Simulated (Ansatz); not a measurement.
# Profile along the Zr–O line in SrZrO3 (cubic perovskite)

SrZrO3 (cubic perovskite)

```xyz
5
Lattice="4.1299 0.0000 0.0000 0.0000 4.1299 0.0000 0.0000 0.0000 4.1299" Properties=species:S:1:pos:R:3 pbc="T T T"
Sr     2.0650     2.0650     2.0650
Zr     0.0000     0.0000     0.0000
O      0.0000     2.0650     0.0000
O      2.0650     0.0000     0.0000
O      0.0000     0.0000     2.0650
```

Fields along a shortest Zr–O line of a {110} plane (2.06 Å), from Zr to O, interpolated on the slice's grid (step about 0.2 Å). Calculation: PBEsol (plane waves to 420 eV, PAW, scalar-relativistic; Ansatz, a quantum-chemistry and plane-wave program). k mesh 8×8×8. Inside the PAW spheres the values are not all-electron values, and peaks at nuclei hang on which shells count as valence. SrZrO3 is run without spin polarisation. SrZrO3 was relaxed with its symmetry unable to fall. This is a high-temperature form of SrZrO3.

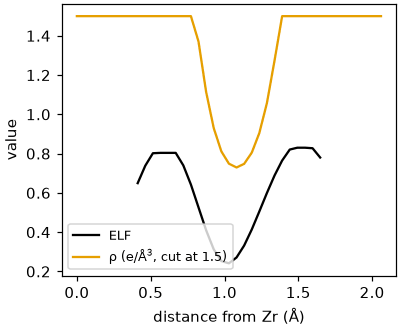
Figure. ELF (away from the nuclei) and valence density from Zr to O.

Density on the Zr–O line (2.06 Å) at its density minimum, 1.1 Å from Zr: 0.73 e/Å³. ELF at that point: 0.3. Element round which the density of the highest valence band (whole band, smooth part) is largest on this plane: O.
